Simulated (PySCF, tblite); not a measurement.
**C5H13OPSi2: geometry, infrared bands and NMR shifts**

Aim: predict the infrared bands and NMR shifts of C5H13OPSi2 (`O=C/C=C\[Si@H](P)CC[SiH3]`).

Programs: tblite 0.8.0 and PySCF 2.14.0, with density-fitted response routines of our own. Each step states its level of theory. These are calculated values for one molecule in the gas phase, unless marked as measured. Atoms are numbered from 0 throughout.

## Step 1: The starting structure

22 atoms, charge 0, multiplicity 1; geometry from: force field or distance geometry start.

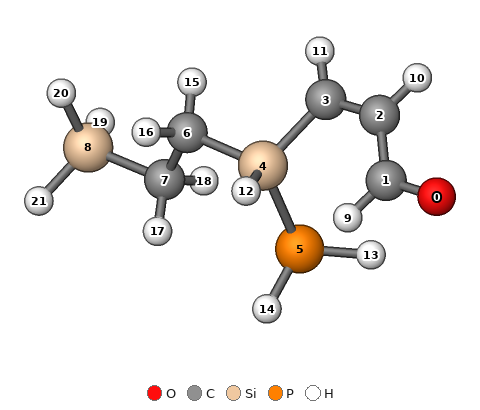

The starting geometry (oxygen red, carbon grey, silicon light orange, phosphorus orange, hydrogen white), atoms numbered.

## Step 2: Geometry optimisation with GFN2-xTB

The job: settings as JSON, then the geometry in Å.

```
{"job": {"kind": "relax", "xc": "GFN2-xTB", "basis": "xTB"}, "charge": 0, "multiplicity": 1}
O      4.798500     0.457600     0.435300
C      3.532300     0.495900     0.300100
C      2.889000     1.401700    -0.629200
C      1.551200     1.421300    -0.751300
Si     0.631200     0.241600     0.336500
P      1.000800    -1.852600    -0.240500
C     -1.195500     0.559000     0.230400
C     -1.936200    -0.757800     0.037700
Si    -3.776000    -0.462000    -0.061800
H      2.947000    -0.178800     0.922400
H      3.457800     2.080600    -1.250500
H      1.047900     2.089400    -1.442000
H      1.074700     0.416800     1.725700
H      2.257600    -2.048900    -0.928300
H      0.874600    -2.678600     0.946400
H     -1.480500     1.284000    -0.531000
H     -1.545400     0.961300     1.209500
H     -1.681700    -1.502800     0.837900
H     -1.625400    -1.187200    -0.939500
H     -4.314100    -0.649900    -1.417400
H     -4.060400     0.913500     0.352300
H     -4.457900    -1.385600     0.856400
```

The run is started by

```sh
> OMP_NUM_THREADS=1 python probes_run.py task.json out
```

One launch serves the whole session: the jobs run in the order shown.

**Question.** This job is followed by: GFN2-xTB harmonic vibrations, gas phase; GIAO PBE0/pcSseg-1 NMR shielding, non-relativistic, gas phase. Predict these results of the whole session: strongest single infrared mode (GFN2-xTB); zero-point energy (GFN2-xTB); ¹³C shifts against TMS (PBE0/pcSseg-1); ¹H shifts against TMS (PBE0/pcSseg-1, means over atoms taken as alike); ¹⁷O shifts against H2O (PBE0/pcSseg-1); ²⁹Si shifts against TMS (PBE0/pcSseg-1); ³¹P shifts against H3PO4 (PBE0/pcSseg-1).

As calculated:

```
                                                              quantity                                                            value
                             strongest single infrared mode (GFN2-xTB)                                            1746 cm⁻¹, 475 km/mol
                                          zero-point energy (GFN2-xTB)                                                    97.4 kcal/mol
                                ¹³C shifts against TMS (PBE0/pcSseg-1)                               196.3, 161.7, 152.7, 13.3, 5.4 ppm
¹H shifts against TMS (PBE0/pcSseg-1, means over atoms taken as alike)  10.27, 7.60, 6.67, 5.59, 3.92, 1.31, 1.10, 0.70, 0.67, 0.47 ppm
                                ¹⁷O shifts against H2O (PBE0/pcSseg-1)                                                        724.8 ppm
                               ²⁹Si shifts against TMS (PBE0/pcSseg-1)                                                 -29.4, -65.6 ppm
                              ³¹P shifts against H3PO4 (PBE0/pcSseg-1)                                                       -290.3 ppm
```

**Reading.** The optimisation took 149 steps and gained 1.336 eV; among the close pairs (by a distance rule), O0–C1 changed most, from 1.274 to 1.204 Å. No mode is imaginary among the 60: a minimum at this level. The strongest single mode, at 1746 cm⁻¹, moves mainly C1 and O0. GFN2-xTB is a fitted tight-binding method: band positions and strengths are rough. Its intensities can rank the bands wrongly. The most deshielded carbon is C1 (aldehyde carbonyl carbon), at 196.3 ppm: low-lying n→π* states of the double bond to the heteroatom give a large paramagnetic term (-266 ppm). H9 (hydrogen on an aldehyde carbonyl carbon) lies farthest downfield among hydrogen, at 10.27 ppm; deshielded by the polar, anisotropic C=O bond. At PBE0/pcSseg-1: Shielding is most anisotropic at O0 (span 1446 ppm, paramagnetic term -780 ppm).
